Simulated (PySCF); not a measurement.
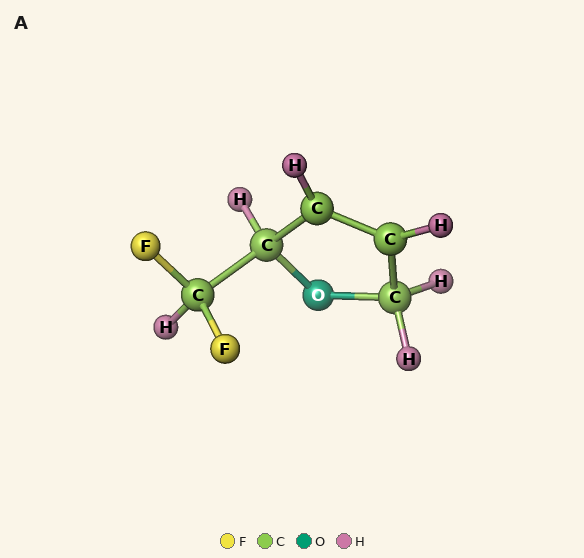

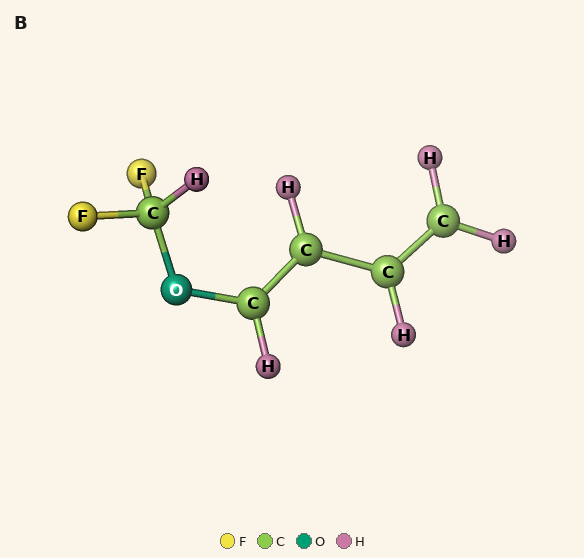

2 stationary structures of one formula. Geometries: PBE0-D3(BJ)/def2-SVP. Electronic energies: PBE0-D3(BJ)/def2-SVP (PySCF 2.14.0), without zero-point energy. No frequency run is at hand to confirm each as a minimum. Each is one conformer, not always the lowest.

> Which structure is the most stable?

A is lowest; B lies 7.7 kcal/mol above it. A is `FC(F)[C@H]1C=CCO1`, B is `C=C/C=C/OC(F)F`.
